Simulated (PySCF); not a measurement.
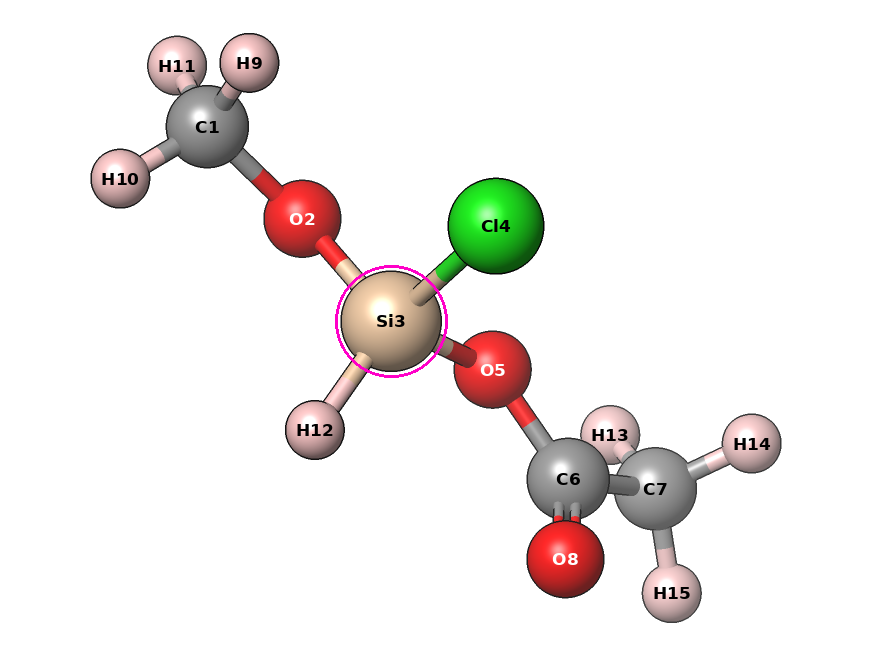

Atoms fade into the background with distance from the viewer. Circles mark the stereogenic atoms. The geometry was computed by an optimisation with GFN2-xTB. No frequency run is at hand to confirm it as a minimum.

Give the R/S and E/Z labels.

Si3: S (priorities Cl4 > O5 > O2 > H12).

Give a SMILES with the stereochemistry.

CO[Si@H](Cl)OC(C)=O
